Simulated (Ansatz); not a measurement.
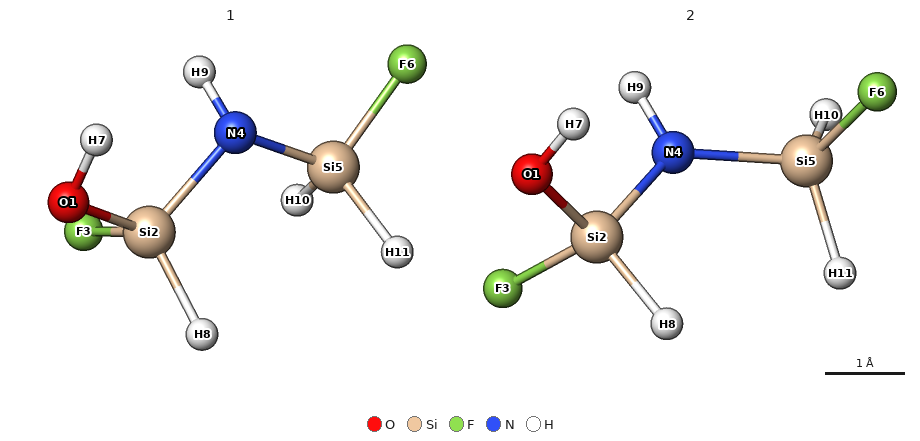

Two geometries of Si2NH5OF2 (coarse preliminary run), drawn at one scale. One is the start of a relaxation, the other its converged end. A ball-and-stick model, seen at a tilt.

Level of theory: Ansatz, RKS PBE-D4/def2-SVP. Settings: force threshold 0.03 eV/Å; at most 200 steps.

Which one is relaxed?

Structure 2 is the relaxed one. The start comes from a force field. The largest move after the best rigid fit is that of H10, 1.41 Å. By element the largest moves are H 1.41 Å, F 1.14 Å, N 0.80 Å, O 0.39 Å, Si 0.23 Å. Among the contacts that change: Si2–Si5 2.705 → 3.135 Å, N4–Si5 1.620 → 1.739 Å, Si2–N4 1.678 → 1.741 Å, O1–Si2 1.616 → 1.665 Å. Among the angles between lasting bonds that change: Si2–N4–Si5 110.2° → 128.6°, Si2–N4–H9 108.8° → 115.7°, Si5–N4–H9 109.9° → 115.7°. Groups turn about O1–Si2 by about 35°. Over 13 accepted moves (14 points after the start) the energy falls by 1.110 eV. Largest force component: 2.9 eV/Å at the start, 0.019 eV/Å at the end. The line search rejected the trial step at point 9 of the run. The run took of the order of 50 core-seconds on a shared host.
